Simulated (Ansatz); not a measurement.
Single-point calculation of InBSiH$_{6}$

System: InBSiH$_{6}$.
Method: RKS r2SCANh-D4/def2-TZVPP (Ansatz 0.2.0).

The geometry comes from this level: PBE0-D4/def2-TZVP.

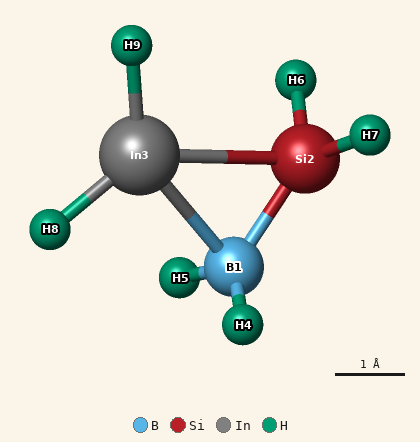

Fig. 1: The structure as given in the input (ball-and-stick view, seen at a tilt; atoms are numbered from 1 in the order of the input). Sticks mark near contacts. Bond lengths as drawn: B–H 1.20 Å, B–In 2.53 Å, B–Si 1.89 Å, H–In 1.72 to 1.73 Å, H–Si 1.49 Å and In–Si 2.74 Å.

**Input file**
```yaml
crystal:
  periodic: [false, false, false]
  atoms:
    - {symbol: B, position_ang: [-0.725264, 0.263658, -1.094316]}
    - {symbol: Si, position_ang: [0.800152, 1.137037, -0.411962]}
    - {symbol: In, position_ang: [-0.113216, -1.026526, 0.993985]}
    - {symbol: H, position_ang: [-0.603069, -0.636558, -1.876741]}
    - {symbol: H, position_ang: [-1.819645, 0.607017, -0.743752]}
    - {symbol: H, position_ang: [0.772562, 2.204605, 0.622200]}
    - {symbol: H, position_ang: [2.203559, 0.743645, -0.704947]}
    - {symbol: H, position_ang: [-1.384364, -2.176315, 0.854790]}
    - {symbol: H, position_ang: [0.957686, -1.162863, 2.343743]}
basis:
  gaussian: {orbitals: def2-TZVPP}
hamiltonian: {xc: {name: r2SCANh}, dispersion: d4}
output: {orbitals: {seedname: orbitals}}
```

Hardware: 2 threads of Arm Neoverse V2, 23 GiB of memory available, shared host.

Launch command:
```bash
ansatz run in.yaml --threads 2 --pin off --events-out ev --progress --plain --max-ram 4352MiB
```

**What the program printed**
```
Functional definition: r2SCANh
  name "r2SCANh"
  cite "Bursch, Neugebauer, Ehlert & Grimme, J. Chem. Phys. 156, 134105 (2022) doi:10.1063/5.0086040"
  cite "Furness, Kaplan, Ning, Perdew & Sun, J. Phys. Chem. Lett. 11, 8208 (2020) doi:10.1021/acs.jpclett.0c02405"
  cite "Furness, Kaplan, Ning, Perdew & Sun, J. Phys. Chem. Lett. 11, 9248 (2020) doi:10.1021/acs.jpclett.0c03077"
  parent r2scan
  parameter a = 0.1
  parameter k0 = 0.174
  parameter k1 = 0.065
  parameter a1 = 4.9479
  exchange = (1 - a)*r2scan_x(k0 = k0, k1 = k1, a1 = a1) + a*exact_x
  correlation = r2scan_c
1199 factors; their error is unknown
mean field evaluation 1: about -13819.2468 eV, gradient 4.1e1 eV
mean field evaluation 2: about -13812.4715 eV, gradient 5.6e1 eV
mean field evaluation 4: about -13824.6533 eV, gradient 3.3e0 eV
mean field evaluation 8: about -13824.6806 eV, gradient 4.1e-2 eV
mean field evaluation 16: about -13824.6867 eV, gradient 6.7e-5 eV
mean field -13824.68669976 eV, -508.0478655069 hartree, gradient 6.7e-5 eV, S^2 0.000000; 0 other end points of the search recorded, 0 dependent functions left out
reference -13824.68671641 eV, -508.0478661189 hartree; 23, 23 occupied and 184, 184 virtual orbitals, 1199 factors
Total energy: -13824.73290763 eV, -508.0495636147 hartree
```

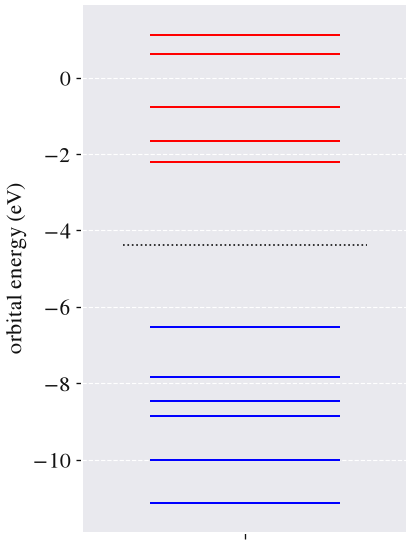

Fig. 2: Orbital energies near the frontier; the dotted line parts filled from empty levels, and levels within 0.02 eV of each other stand side by side. Highest filled −6.54 eV, lowest empty −2.22 eV, 4.32 eV apart.

**Results in brief**

| quantity | value |
| --- | --- |
| outcome | converged |
| total energy | −13824.7329 eV |
| mean-field energy | −13824.6867 eV |
| dispersion energy | −0.0462 eV |
| SCF solution under orbital rotations | stable |
| HOMO | −6.54 eV |
| LUMO | −2.22 eV |
| wall time | 5.5 s (CPU time 10 s) |
| peak memory | 0.45 GiB |
